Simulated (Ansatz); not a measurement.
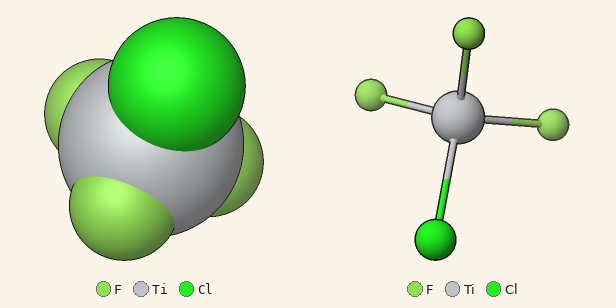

The same structure drawn twice, from different directions.

Charge 0, singlet.

Which formula does it have?

TiClF3, 5 atoms: 1 titanium, 1 chlorine and 3 fluorine.

Write the SMILES.

[F][Ti]([F])([F])[Cl]

More results for the same structure follow; atom numbers are the same in all pictures, views and colours differ. The geometry was computed by an optimisation with PBE0-D4/def2-TZVP.

### Shape

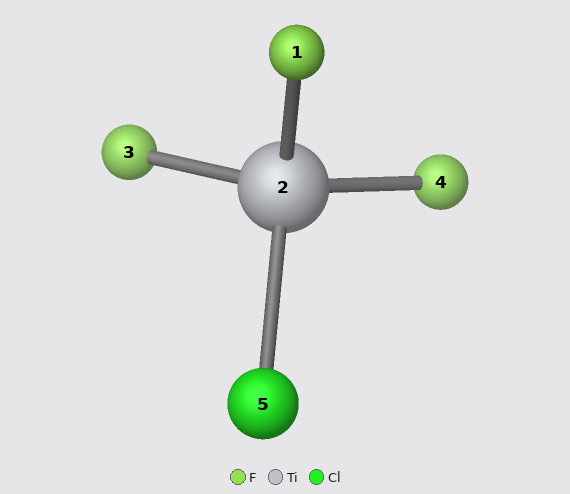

What are the angles F1–Ti2–F3, F1–Ti2–Cl5?

| angle | degrees |
| --- | --- |
| F1–Ti2–F3 | 109.2 |
| F1–Ti2–Cl5 | 109.7 |

### Electronic properties

Properties computed with RKS B3LYP-D4/def2-TZVPP (Ansatz 0.2.0).

Estimate the HOMO energy (Kohn–Sham orbital).

−9.95 eV.

Estimate the dipole moment.

0.24 D.

Give the LUMO energy (Kohn–Sham orbital) at this level.

−3.63 eV.

### Charges

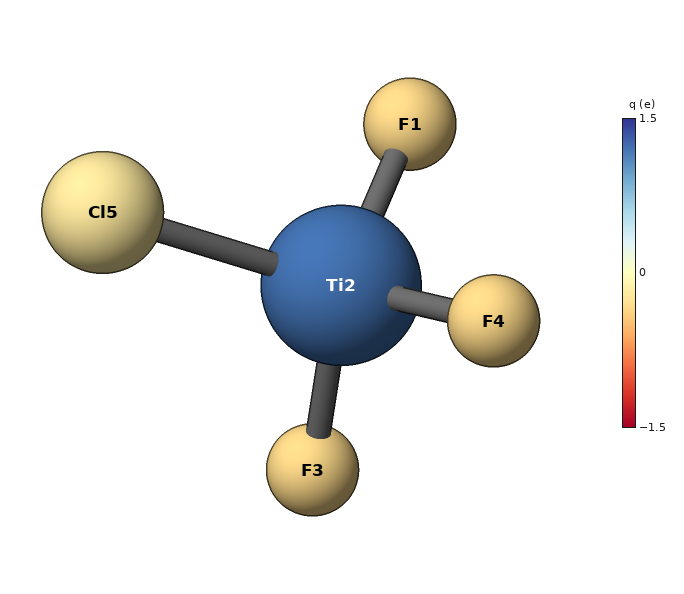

Atoms are coloured by their Mulliken charges. Properties computed with RKS r2SCAN-D4/def2-TZVPP (Ansatz 0.2.0).

List the Mulliken charges.

| atom | value (e) |
| --- | --- |
| F1 | −0.33 |
| Ti2 | 1.21 |
| F3 | −0.33 |
| F4 | −0.33 |
| Cl5 | −0.20 |

### Metal centre

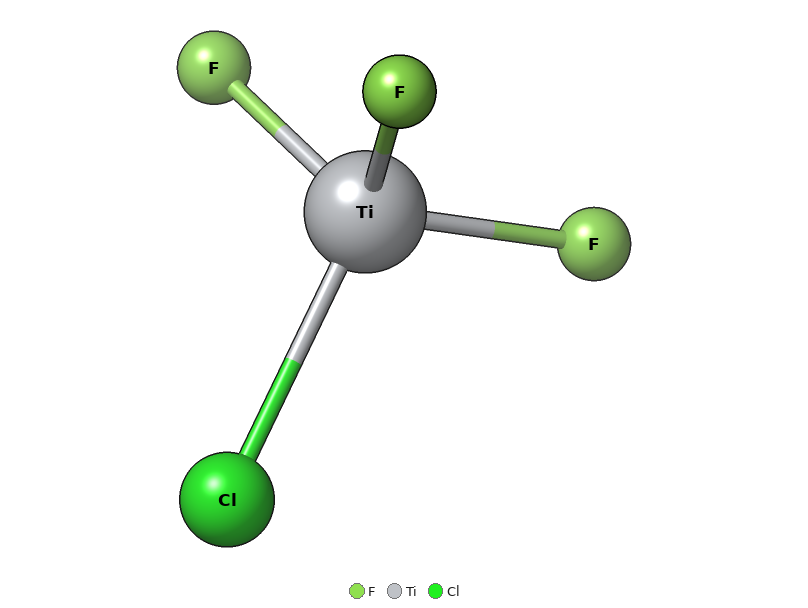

What is the coordination number of the metal, and which atoms bind to it?

Ti binds 4 atoms: 3 F at 1.74 Å, 1 Cl at 2.18 Å. The arrangement is tetrahedral.

What are the formal oxidation state of the metal and its number of d electrons?

Ti(IV), d⁰, counting the ligands as closed-shell ions or neutral donors.

### Thermal motion

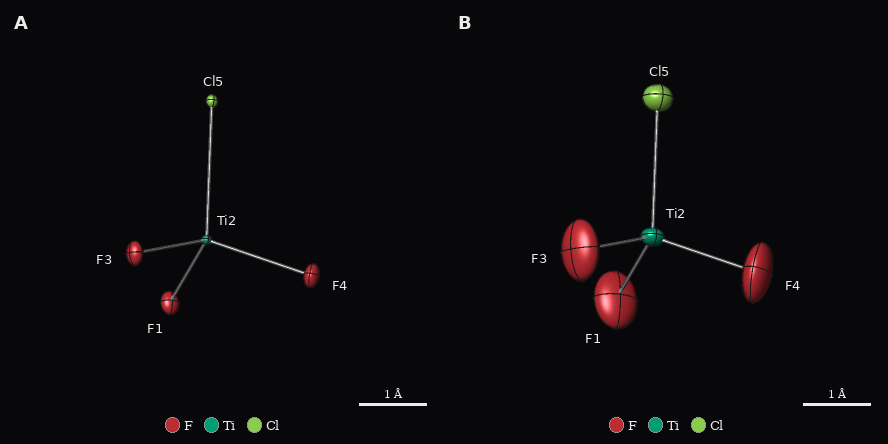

Displacement ellipsoids at the 50 % level, scaled by 2, from the internal vibrations of the free molecule (harmonic, no overall translation or rotation; no half-axis is drawn under 0.075 Å). Vibrations computed with RKS PBE0-D4/def2-TZVP (Ansatz 0.2.0). One panel is for 100 K, the other for 900 K.

Which panel is for 900 K?

B.

How much does the mean-square displacement of Cl5 grow, and why?

U_eq goes from 0.00098 to 0.0055 Å², a factor of 5.6. Modes below kT (626 cm⁻¹ at 900 K) grow about in proportion to T, and the lowest lies at 159 cm⁻¹; the mean-square amplitude of a mode is its zero-point value times coth(ħω/2kT), which comes close to 1 only above about 3kT.

Mulliken values depend strongly on the basis set and can even reverse the polarity of a bond.
